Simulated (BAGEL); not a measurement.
# SiH2F2 (SMILES F[SiH2]F): a chain of runs

We compute the energy (HF/def2-SVP), then the energy (NEVPT2(2,2)/def2-SVP), then a single-point energy (CASPT2(2,2)/def2-SVP) of SiH2F2. 

Program for the calculation: BAGEL 1.2.2.

1 further run of the same task is left out (set aside as unsound or not needed).

### Step 1. Starting point

The species is SiH2F2 (5 atoms), meant as a singlet with charge 0. As SMILES, `F[SiH2]F`. The F1–Si2 distance was set to 4.440 Å, away from the relaxed value. At this shape a bond of the SMILES string is far longer than usual.

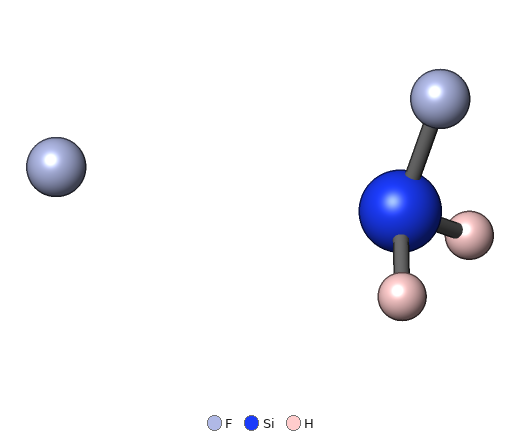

The structure, seen from a chosen angle (fluorine light blue, silicon blue, hydrogen pink).

### Step 2. A single-point energy at HF/def2-SVP (density fitting with svp-jkfit) (run 1)

File input.json:

```json
{ "bagel" : [

{
  "title" : "molecule",
  "basis" : "svp",
  "df_basis" : "svp-jkfit",
  "angstrom" : "true",
  "geometry" : [
    { "atom" : "F", "xyz" : [      -3.011863,       1.507948,       2.843408 ] },
    { "atom" : "Si", "xyz" : [      -0.005220,      -0.000540,      -0.054090 ] },
    { "atom" : "F", "xyz" : [       1.247630,      -0.520590,       0.766910 ] },
    { "atom" : "H", "xyz" : [      -0.590470,      -1.138740,      -0.786300 ] },
    { "atom" : "H", "xyz" : [       0.427070,       1.121680,      -0.907250 ] }
  ]
},

{
  "title" : "hf"
},

{
  "title" : "print",
  "file" : "orbitals.molden",
  "orbitals" : "true"
}

]}
```

Started as:

```
$ BAGEL_NUM_THREADS=1 BAGEL input.json > input.out
```

Output:

```text
* using 1 threads per process

  ===============================================================
  ===============================================================

  *** Geometry ***

  { "atom" : "F", "xyz" : [     -5.691596,      2.849609,      5.373262 ] },
  { "atom" : "Si", "xyz" : [     -0.009864,     -0.001020,     -0.102215 ] },
  { "atom" : "F", "xyz" : [      2.357679,     -0.983773,      1.449250 ] },
  { "atom" : "H", "xyz" : [     -1.115827,     -2.151907,     -1.485892 ] },
  { "atom" : "H", "xyz" : [      0.807045,      2.119668,     -1.714454 ] },

  Number of auxiliary basis functions:      318

  Since a DF basis is specified, we compute 2- and 3-index integrals:
    o Being stored without compression. Storage requirement is 0.008 GB

  Number of basis functions:       56
  Number of electrons      :       34

    * METHOD: MOLECULE                             0.07

  *** RHF ***

  === Nuclear Repulsion ===
    81.3471655033

      * DIIS with orbital gradients will be used.

  === RHF iteration (svp) ===
      0       -488.16021835          0.03074451           0.02
      1       -482.94092872          0.05805873           0.02
      2       -488.28053861          0.02216960           0.02
[... 26 lines of this table left out ...]
     29       -488.47887296          0.00000001           0.02
    * SCF iteration converged.

    * Permanent dipole moment:
           (   -3.160145,     1.632383,     3.921668) a.u.

    * METHOD: HF                                   0.61

    * METHOD: PRINT                                0.01

  ===============================================================
```

Run time: 0.83 s. Hardware: 1 thread of Arm Neoverse V1, shared host; peak memory 0.15 GiB.

### Step 3. The energy at NEVPT2(2,2)/def2-SVP (density fitting with svp-jkfit) (run 2)

File calc.json:

```json
{ "bagel" : [

{
  "title" : "molecule",
  "basis" : "svp",
  "df_basis" : "svp-jkfit",
  "angstrom" : true,
  "geometry" : [
    { "atom" : "F", "xyz" : [      -3.011863,       1.507948,       2.843408 ] },
    { "atom" : "Si", "xyz" : [      -0.005220,      -0.000540,      -0.054090 ] },
    { "atom" : "F", "xyz" : [       1.247630,      -0.520590,       0.766910 ] },
    { "atom" : "H", "xyz" : [      -0.590470,      -1.138740,      -0.786300 ] },
    { "atom" : "H", "xyz" : [       0.427070,       1.121680,      -0.907250 ] }
  ]
},

{
  "title" : "hf"
},

{
  "title" : "nevpt2",
  "nstate" : 1,
  "nact" : 2,
  "nclosed" : 16,
  "active" : [17, 18],
  "maxiter" : 200,
  "natocc" : true,
  "ncore" : 7
},

{
  "title" : "print",
  "file" : "orbitals.molden",
  "orbitals" : true
}

]}
```

Started as:

```
$ BAGEL_NUM_THREADS=1 BAGEL calc.json > calc.out
```

Output:

```text
* using 1 threads per process

  ===============================================================
  ===============================================================

  *** Geometry ***

[... 29 lines left out ...]
    * SCF iteration converged.
[... 1 line left out ...]
    * Permanent dipole moment:
[... 28 lines left out ...]
    * Second-order optimization converged. *
[... 9 lines left out ...]
     * ci vector, state   0, <S^2> = 0.0000
       2.    -0.7292026170
       .2     0.6842978470

  === DF-NEVPT2 calculation ===

    * 3-index integral transformation done
    * assembly done

      NEVPT2 correlation energy:   -0.4125479663      0.05

          (+0)     -0.3356338449
          (+0)'    -0.0104765316
          (+1)     -0.0173731179
          (+1)'    -0.0000000000
          (+2)     -0.0000074767
          (-1)     -0.0490432468
          (-1)'     0.0000000000
          (-2)     -0.0000137484

      NEVPT2 total energy:       -489.0569480587

    * METHOD: NEVPT2                               1.54

    * METHOD: PRINT                                0.01

  ===============================================================
```

It took 2.4 s on 1 thread of Arm Neoverse V1, shared host; peak memory 0.15 GiB.

### Step 4. The energy at CASPT2(2,2)/def2-SVP (density fitting with svp-jkfit) (run 3)

File job.json:

```json
{ "bagel" : [

{
  "title" : "molecule",
  "basis" : "svp",
  "df_basis" : "svp-jkfit",
  "angstrom" : true,
  "geometry" : [
    { "atom" : "F", "xyz" : [      -3.011863,       1.507948,       2.843408 ] },
    { "atom" : "Si", "xyz" : [      -0.005220,      -0.000540,      -0.054090 ] },
    { "atom" : "F", "xyz" : [       1.247630,      -0.520590,       0.766910 ] },
    { "atom" : "H", "xyz" : [      -0.590470,      -1.138740,      -0.786300 ] },
    { "atom" : "H", "xyz" : [       0.427070,       1.121680,      -0.907250 ] }
  ]
},

{
  "title" : "hf"
},

{
  "title" : "casscf",
  "nstate" : 1,
  "nact" : 2,
  "nclosed" : 16,
  "active" : [17, 18],
  "maxiter" : 200,
  "natocc" : true
},

{
  "title" : "print",
  "file" : "orbitals.molden",
  "orbitals" : true
},

{
  "title" : "smith",
  "method" : "caspt2",
  "ms" : true,
  "xms" : true,
  "sssr" : true,
  "shift" : 0.2,
  "shift_imag" : true,
  "ncore" : 7
}

]}
```

Started as:

```
$ BAGEL_NUM_THREADS=1 BAGEL job.json > job.out
```

Output:

```text
* using 1 threads per process

  ===============================================================
  ===============================================================

  *** Geometry ***

[... 31 lines left out ...]
    * Permanent dipole moment:
[... 37 lines left out ...]
     * ci vector, state   0, <S^2> = 0.0000
[... 21 lines left out ...]
       #      aibj      arbs      arbi      airj      risj      airs      arst      rist         Etot      error   time
[... 7 lines left out ...]
      ------------------------------------------------------------------------------------------------------------------

    * CASPT2 energy : state  0     -489.0634783033
        w/o shift correction       -489.0621923330
        reference weight              0.9077993947

    * METHOD: SMITH                                0.16

  ===============================================================
```

Wall time 2.5 s (1 thread of Arm Neoverse V1, shared host); peak memory 0.15 GiB.

### Step 5. Results

| quantity | value |
| --- | --- |
| run 1, HF/def2-SVP: total energy | -488.47887 Eh |
| run 1, HF/def2-SVP: dipole moment | 13.46 D |
| run 1, HF/def2-SVP: HOMO energy | -7.95 eV |
| run 1, HF/def2-SVP: LUMO energy | -3.65 eV |
| run 1, HF/def2-SVP: HOMO–LUMO gap | 4.30 eV |
| run 2, NEVPT2(2,2)/def2-SVP: total energy | -489.05695 Eh |
| run 3, CASPT2(2,2)/def2-SVP: total energy | -489.06348 Eh |

One bond (run 1, HF/def2-SVP) is far stretched, which a spin-restricted single reference describes badly; a broken-symmetry solution may lie lower.
